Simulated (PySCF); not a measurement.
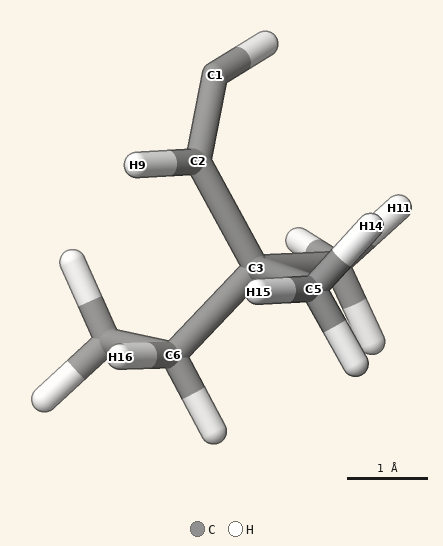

**Figure 1.** The structure as given in the input (stick view, seen at a tilt; atoms are numbered from 1 in the order of the input).

**EPR calculation of C7H13**

The run: EPR calculation of C7H13, multiplicity 2. Method and program: UKS B3LYP, pcH-1 on C H, non-relativistic, mean-field spin-orbit, GIAO (PySCF 2.14.0).

It belongs to a series of runs on one base structure; here: H added to sp C.

### What the program printed
```
UKS, coarse grid
  cycle   1  E = -274.42329571  |g| = 3.81e-01
  cycle   2  E = -274.39778816  |g| = 4.48e-01
  cycle   3  E = -274.50102879  |g| = 6.68e-02
  cycle   4  E = -274.50232500  |g| = 4.62e-02
  cycle   5  E = -274.50344774  |g| = 7.75e-03
  cycle   6  E = -274.50349284  |g| = 4.00e-03
  cycle   7  E = -274.50351115  |g| = 1.63e-03
  cycle   8  E = -274.50351923  |g| = 7.36e-04
UKS, final grid
  cycle   1  E = -274.50356647  |g| = 6.31e-04
  cycle   2  E = -274.50356680  |g| = 6.94e-04
  cycle   3  E = -274.50356708  |g| = 1.86e-04
  cycle   4  E = -274.50356722  |g| = 1.38e-04
  cycle   5  E = -274.50356724  |g| = 5.27e-05
  cycle   6  E = -274.50356724  |g| = 1.11e-05
E = -274.50356724 Eh   <S^2> = 0.7586 (exact 0.7500)
g shifts (ppm)      1          2          3
  rmc          -146       -146       -146
  gc             34          3        -38
  oz_so        -436         37        697
  total        -548       -106        513
hyperfine (MHz)  atom isotope    a_iso     a_fc   dipolar eigenvalues
    0   13C     304.96     304.96    -80.84    -59.70    140.55
    1   13C     -21.94     -21.94    -18.69      1.98     16.71
    2   13C      67.03      67.03     -9.65     -9.02     18.67
    3   13C      -0.26      -0.26     -0.90     -0.24      1.13
    4   13C      -6.21      -6.21     -0.47     -0.34      0.81
    5   13C      -4.12      -4.12     -0.58     -0.51      1.09
    6   13C      -0.08      -0.08     -0.38     -0.13      0.52
    7    1H      35.78      35.78    -32.51     -6.34     38.85
    8    1H     122.21     122.21     -6.33     -5.45     11.78
    9    1H       0.12       0.12     -3.21     -2.30      5.51
   10    1H       0.55       0.55     -3.01     -2.12      5.13
   11    1H      -0.85      -0.85     -1.53     -0.83      2.36
   12    1H       4.73       4.73     -1.08     -0.75      1.83
   13    1H       1.46       1.46     -1.74     -1.26      3.00
   14    1H       0.10       0.10     -1.41     -0.94      2.35
   15    1H      -0.04      -0.04     -1.56     -0.82      2.38
   16    1H       6.38       6.38     -1.16     -0.67      1.83
   17    1H      -0.09      -0.09     -1.09     -0.85      1.95
   18    1H      -0.02      -0.02     -0.69     -0.58      1.27
   19    1H       0.35       0.35     -1.83     -1.59      3.42
```

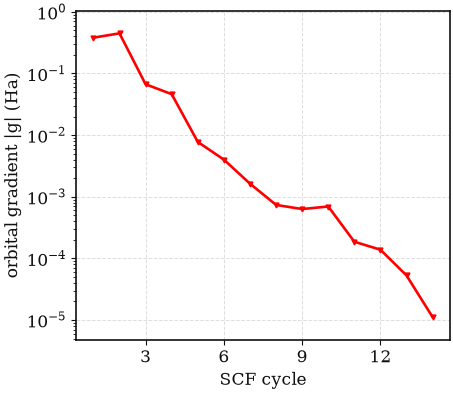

**Figure 2.** Convergence of the self-consistent field: orbital gradient |g| against the SCF cycle. All cycles printed in the log are drawn one after another.

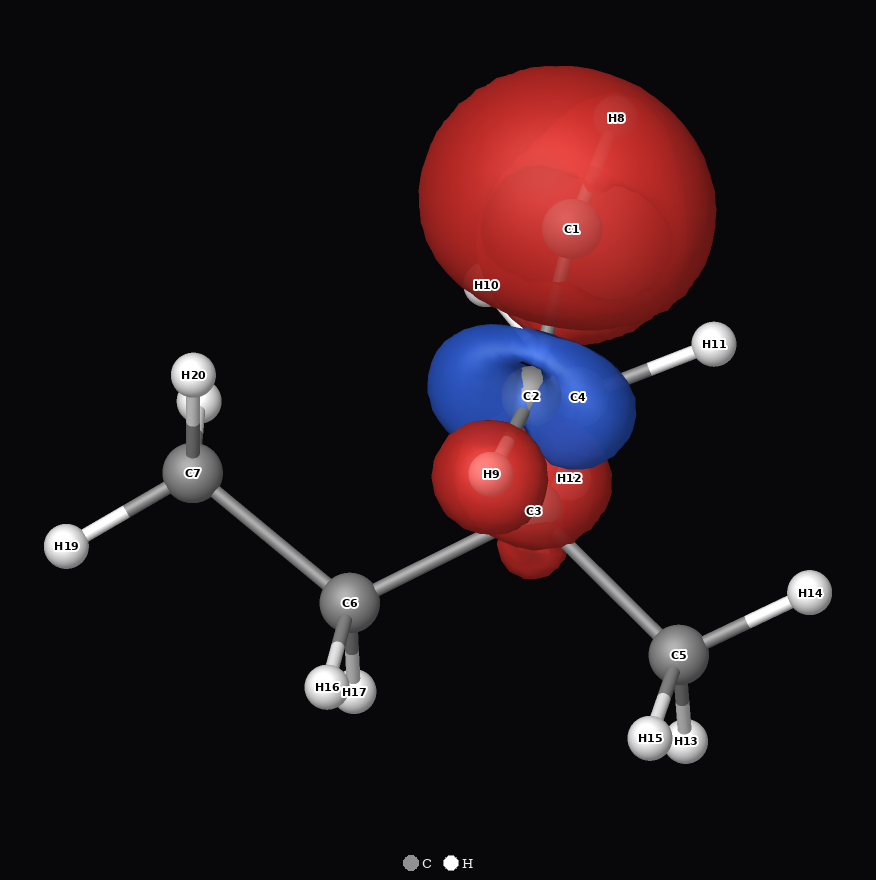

**Figure 3.** Isosurfaces of the spin density at +0.03 (red) and −0.03 e/Å³ (blue), seen face on. The unpaired spin (1 electron) lies mostly on C1 (about 0.8), in electrons by Hirshfeld's partition.

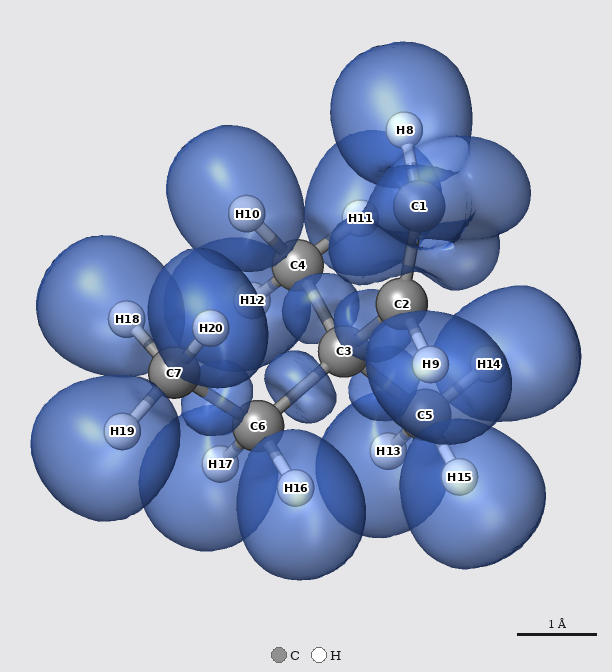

**Figure 4.** Isosurface of the ELF at 0.75 (blue), seen at a tilt. Core shells and regions of very low density are left out. Values along the shortest contacts: C–C (1.29 Å): the ELF peaks at about 0.95 between the atoms (a multiple bond by its length, whose ELF region spreads away from the axis).

The run was set up as follows.

### The input
```
{"job": {"kind": "epr", "basis": "pcH-1"}, "charge": 0, "multiplicity": 2}
C     -0.117581     2.183711    -1.223723
C     -0.022904     0.900225    -1.247064
C     -0.406020    -0.102289    -0.144026
C     -0.842621     0.619683     1.127921
C     -1.568925    -0.940927    -0.682953
C      0.799469    -1.018865     0.118526
C      2.043402    -0.289356     0.613485
H     -0.427156     2.967248    -0.573790
H      0.355519     0.397123    -2.131863
H     -0.074802     1.310761     1.464035
H     -1.754201     1.184266     0.945741
H     -1.035490    -0.100652     1.920621
H     -1.876498    -1.677563     0.057374
H     -2.421732    -0.305227    -0.911552
H     -1.280737    -1.467574    -1.590496
H      1.044805    -1.543209    -0.808618
H      0.508909    -1.773108     0.854945
H      1.889751     0.113939     1.610825
H      2.885422    -0.977227     0.653976
H      2.296242     0.529719    -0.056400
```

The first line tells a small driver script what to run in PySCF; the rest is the geometry in Å.

Launch command:
```bash
OMP_NUM_THREADS=1 python <driver script> task.json out
```

### Key numbers

```tsv
quantity	value
outcome	converged
total energy	−274.503567 hartree
⟨S²⟩	0.759
isotropic g	2.0023
hardware	1 CPU thread, shared host
wall time	85 s
peak memory	0.99 GiB
```
